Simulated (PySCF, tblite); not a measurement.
# C₅H₃N₃S: dynamics, then NMR shifts on frames

Aim: move C₅H₃N₃S (`N#C/C=C/c1cnsn1`) away from its starting geometry and see how NMR shifts follow the geometry.

Programs: tblite 0.8.0 and PySCF 2.14.0, with density-fitted response routines of our own. Each step states its level of theory. These are calculated values for one molecule in the gas phase, unless marked as measured. Atoms count from 0, in the outputs and in this text.

### 1 Starting geometry

12 atoms, charge 0, multiplicity 1; geometry from: GFN2-xTB.

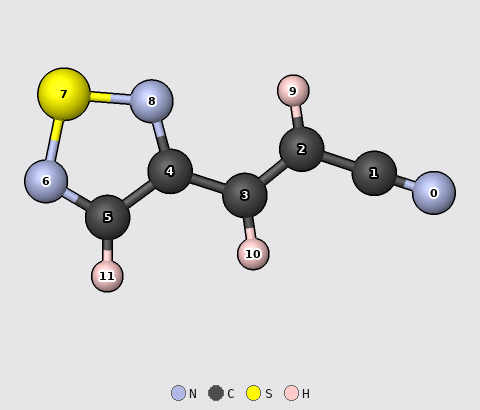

As it starts; nitrogen light blue, carbon dark grey, sulfur yellow, hydrogen pink, atoms numbered.

### 2 A short Langevin run with GFN2-xTB

What the job is given:

```
{"job": {"kind": "md", "xc": "GFN2-xTB", "basis": "xTB", "temperature": 200, "steps": 2000, "every": 50, "frames": 5}, "charge": 0, "multiplicity": 1}
N     -3.970430    -0.552108    -0.632182
C     -2.871677    -0.637914    -0.311798
C     -1.529627    -0.748905     0.082328
C     -0.622763     0.206927    -0.172738
C      0.755886     0.105980     0.225676
C      1.763527     1.079713    -0.013640
N      2.935061     0.735472     0.456018
S      2.811104    -0.723626     1.161325
N      1.242341    -0.943425     0.878292
H     -1.248925    -1.651301     0.608844
H     -0.902130     1.108983    -0.700513
H      1.638830     2.019518    -0.519378
```

With the program's defaults for keys left out, this is: GFN2-xTB Langevin dynamics, gas phase.

Run with:

```sh
$ OMP_NUM_THREADS=1 python probes_run.py task.json out
```

The driver reads the jobs from task.json and runs them one after another.

The program printed:

```text
t/fs     T/K      E/eV
    0.0   174.3   -657.80503
   25.0   132.6   -657.65052
   50.0   185.9   -657.54495
   75.0   256.5   -657.69485
  100.0   212.5   -657.64038
  125.0   140.1   -657.60795
  150.0   141.7   -657.64199
  175.0   112.4   -657.57348
  200.0   138.0   -657.59392
  225.0   154.7   -657.60623
  250.0   143.2   -657.52463
  275.0   137.8   -657.51002
  300.0   216.2   -657.55509
  325.0   224.2   -657.50309
  350.0   211.1   -657.47532
  375.0   259.1   -657.56419
  400.0   264.5   -657.57035
  425.0   269.2   -657.52954
  450.0   298.6   -657.57463
  475.0   193.4   -657.46010
  500.0   289.4   -657.49244
  525.0   211.8   -657.31209
  550.0   267.6   -657.43284
  575.0   264.9   -657.49247
  600.0   155.3   -657.46925
  625.0   214.3   -657.52834
  650.0   287.5   -657.50419
  675.0   243.8   -657.37076
  700.0   322.0   -657.52353
  725.0   251.6   -657.36230
  750.0   207.5   -657.46809
  775.0   144.8   -657.51008
  800.0   209.1   -657.60495
  825.0   178.9   -657.59108
  850.0   166.8   -657.55772
  875.0   157.4   -657.53479
  900.0   192.1   -657.66705
  925.0   152.1   -657.61180
  950.0   127.9   -657.61279
  975.0   154.3   -657.62268
 1000.0   188.6   -657.55858
```

It took 42 s on 1 thread of Intel Xeon at 2.50GHz, shared host.

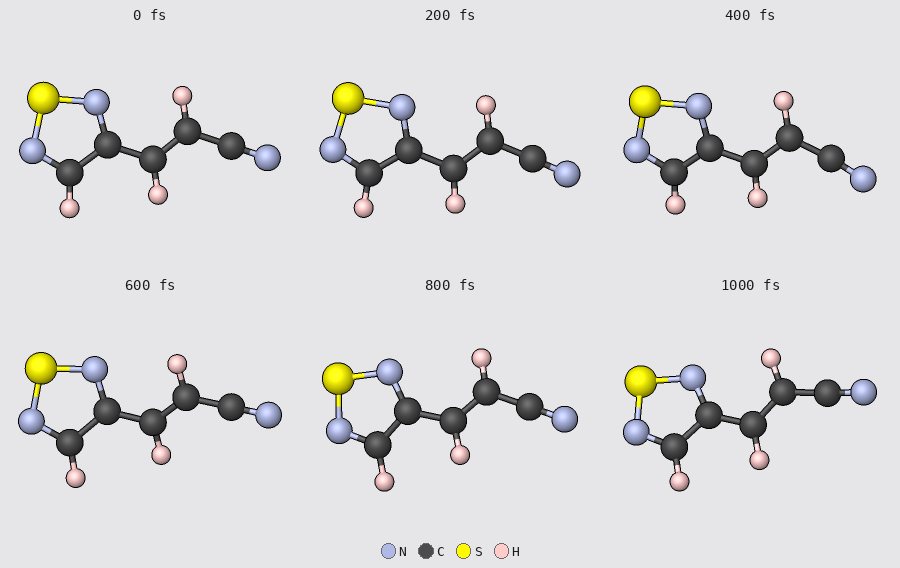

Frames of the run.

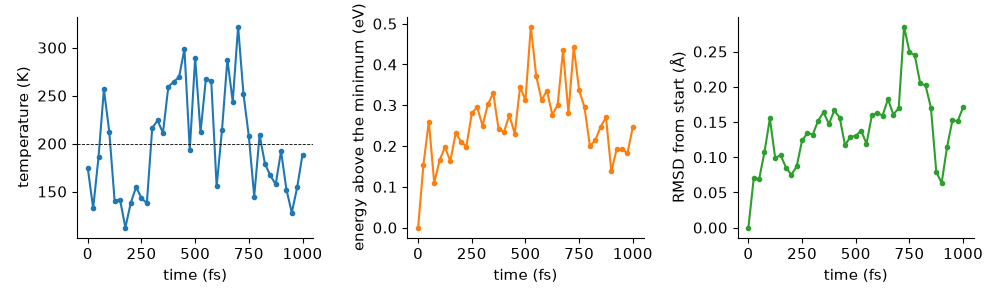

Temperature, potential energy and distance from the start.

Positions (Å) and forces (eV/Å) at 1000 fs:

```xyz
12

N    -4.394   -1.190    1.295   -0.373   -0.002    0.070
C    -3.276   -1.110    1.062    0.824    0.344   -0.325
C    -1.889   -1.076    0.806    0.217   -0.159    0.008
C    -1.102   -0.111    0.280   -1.619    0.106    0.265
C     0.293   -0.278    0.187    0.515    0.870   -0.280
C     1.178    0.817   -0.038   -2.557    1.974   -0.048
N     2.400    0.514    0.010    2.656   -0.149   -0.468
S     2.543   -1.095    0.183    0.616   -0.156    0.348
N     0.985   -1.373    0.335   -0.407   -1.526    0.100
H    -1.375   -1.992    1.105   -0.153    0.086   -0.042
H    -1.454    0.879   -0.041   -0.117   -0.580    0.205
H     0.839    1.860   -0.194    0.397   -0.809    0.164
```

### 3 Shielding tensors: 250 fs, PBE0/pcSseg-1

What the job is given:

```
{"job": {"kind": "nmr", "xc": "PBE0", "basis": "pcSseg-1", "pop": false}, "charge": 0, "multiplicity": 1}
N     -4.146000    -0.031800    -0.523300
C     -3.106000    -0.380100    -0.142400
C     -1.864700    -0.693000     0.442000
C     -0.935900     0.198700     0.111700
C      0.467000     0.100400     0.484700
C      1.580900     0.843100     0.036900
N      2.735700     0.471400     0.552700
S      2.430000    -0.879500     1.434100
N      0.835300    -0.953500     1.201700
H     -1.736400    -1.543700     1.096600
H     -1.123800     1.034800    -0.573100
H      1.659500     1.683800    -0.634400
```

Method: GIAO PBE0/pcSseg-1 NMR shielding, non-relativistic, gas phase.

The program printed:

```text
coarse grid: 12104 points
cycle   1  E = -753.9957583104  dE =  1.817e+00  |g| = 4.765e-01  |ddm| = 3.893e+00
cycle   2  E = -753.8534822265  dE =  1.423e-01  |g| = 9.300e-01  |ddm| = 1.430e+00
cycle   3  E = -754.0484897079  dE = -1.950e-01  |g| = 1.579e-01  |ddm| = 8.983e-01
cycle   4  E = -754.0532636252  dE = -4.774e-03  |g| = 6.512e-02  |ddm| = 1.995e-01
cycle   5  E = -754.0541957219  dE = -9.321e-04  |g| = 2.162e-02  |ddm| = 8.059e-02
cycle   6  E = -754.0542880358  dE = -9.231e-05  |g| = 9.050e-03  |ddm| = 2.627e-02
cycle   7  E = -754.0543046999  dE = -1.666e-05  |g| = 3.121e-03  |ddm| = 9.834e-03
cycle   8  E = -754.0543069520  dE = -2.252e-06  |g| = 5.199e-04  |ddm| = 3.283e-03
final grid: 116880 points
cycle   9  E = -754.1057159056  dE = -2.205e-05  |g| = 8.123e-03  |ddm| = 3.614e-02
cycle  10  E = -754.1056963720  dE =  1.953e-05  |g| = 1.201e-02  |ddm| = 1.963e-02
cycle  11  E = -754.1057309827  dE = -3.461e-05  |g| = 1.464e-03  |ddm| = 1.337e-02
cycle  12  E = -754.1057314837  dE = -5.010e-07  |g| = 5.305e-04  |ddm| = 1.787e-03
cycle  13  E = -754.1057315440  dE = -6.028e-08  |g| = 1.619e-04  |ddm| = 5.625e-04
cycle  14  E = -754.1057315487  dE = -4.748e-09  |g| = 7.672e-05  |ddm| = 1.898e-04
cycle  15  E = -754.1057315499  dE = -1.247e-09  |g| = 2.276e-05  |ddm| = 9.129e-05
cycle  16  E = -754.1057315501  dE = -1.201e-10  |g| = 7.304e-06  |ddm| = 2.572e-05
converged SCF energy = -754.1057315501

GIAO shielding tensors (ppm)
atom      isotropic    diamagn.    paramagn.     s11        s22        s33       span
  0 N      -58.435     338.679    -397.114   -203.458   -201.289    229.444    432.902
  1 C       59.237     257.682    -198.445    -61.617    -53.408    292.735    354.352
  2 C       77.978     250.753    -172.774    -23.477     91.711    165.701    189.178
  3 C       38.020     254.673    -216.653    -78.272     45.174    147.157    225.429
  4 C       26.595     251.164    -224.569    -34.108      4.992    108.900    143.008
  5 C       32.324     252.099    -219.775    -46.653     20.905    122.719    169.372
  6 N     -153.704     332.233    -485.938   -419.184   -231.177    189.249    608.433
  7 S      -65.616    1057.019   -1122.635   -232.249    -19.114     54.514    286.763
  8 N     -129.942     325.900    -455.842   -397.831   -199.231    207.237    605.068
  9 H       24.550      28.449      -3.899     20.669     25.509     27.473      6.805
 10 H       23.670      32.471      -8.801     20.800     21.727     28.483      7.683
 11 H       22.901      30.924      -8.023     19.658     23.189     25.856      6.198
```

It took 74 s on 1 thread of Intel Xeon at 2.50GHz, shared host; peak memory 0.85 GiB.

The references, computed at this level on geometries of the same kind, shield at (ppm): 1H TMS 31.72, 13C TMS 186.9, 15N NH3 267.7, 33S CS2 504. Their shielding less the atom's gives the shift. The references are single molecules in the gas phase, so shifts against H2O, NH3, PH3, H3PO4 or CFCl3 are not on the usual liquid scales and can be off by tens of ppm. Each atom is listed at this fixed geometry, with no averaging over motion; a spectrum would average atoms that exchange fast.

```
atoms                                          environment  σ (ppm)  δ (ppm)
   C4  substituted aromatic carbon next to a ring nitrogen     26.6    160.3
   C5                  aromatic CH next to a ring nitrogen     32.3    154.6
   C3                                            alkene CH     38.0    148.9
   C1                                       nitrile carbon     59.2    127.7
   C2                                            alkene CH     78.0    108.9
  H11   hydrogen on an aromatic CH next to a ring nitrogen    22.90     8.82
  H10                             hydrogen on an alkene CH    23.67     8.05
   H9                             hydrogen on an alkene CH    24.55     7.17
   N6                   pyridine-type nitrogen of an azole   -153.7    421.4
   N8                   pyridine-type nitrogen of an azole   -129.9    397.7
   N0                                     nitrile nitrogen    -58.4    326.2
   S7                                 aromatic ring sulfur      -66      569
```

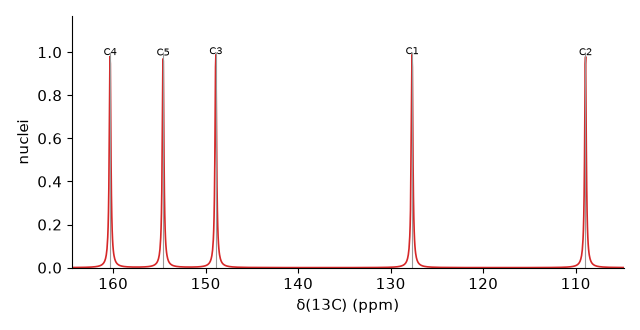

13C lines at the computed shifts, without couplings. Lines are broadened to a width of 0.21 ppm (Lorentzian).

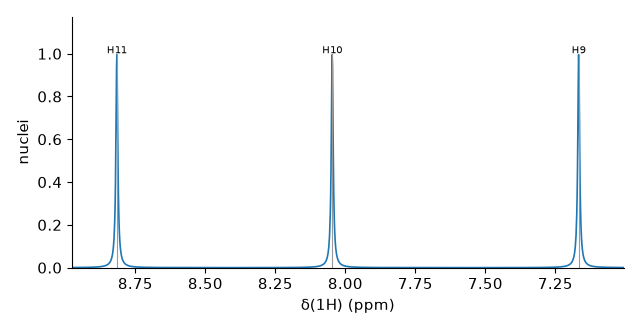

1H lines at the computed shifts, without couplings. Lines are broadened to a width of 0.01 ppm (Lorentzian).

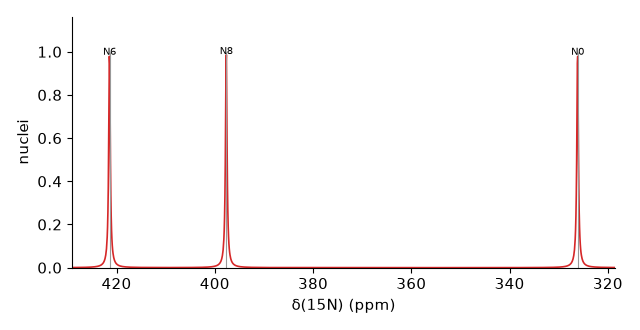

15N lines at the computed shifts, without couplings. Lines are broadened to a width of 0.38 ppm (Lorentzian).

Ring of atoms C4, C5, N6, S7, N8: NICS(0) -13.1, NICS(1) -12.7, NICS(1)zz -32.0 ppm (means of both faces).

Orbitals, density, ELF and potential are computed afterwards from the orbital file.

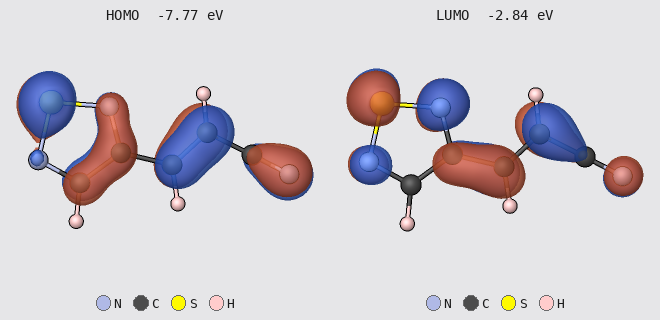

Frontier orbitals at PBE0/pcSseg-1; each surface holds 70 % of the orbital's density, blue and red mark the sign.

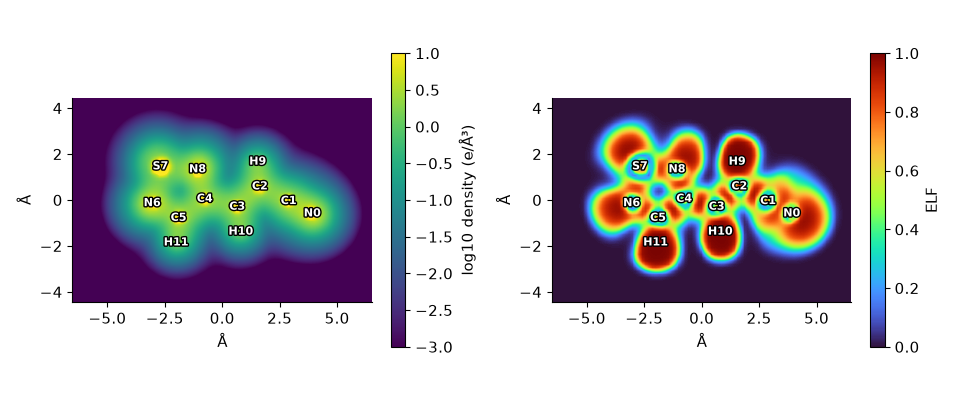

Density (left) and ELF (right) in a plane through or near 12 of the atoms.

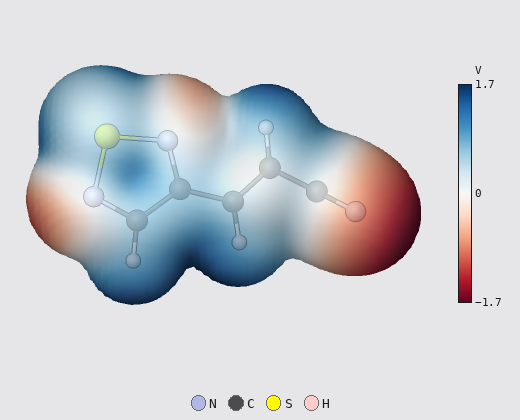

Electrostatic potential on the surface of density 0.002 e/bohr³; red is low, blue high. It runs, from the 1st to the 99th percentile, from -1.70 V near N0 to 1.68 V near H10.

(Part 1 of 2 ends here.)
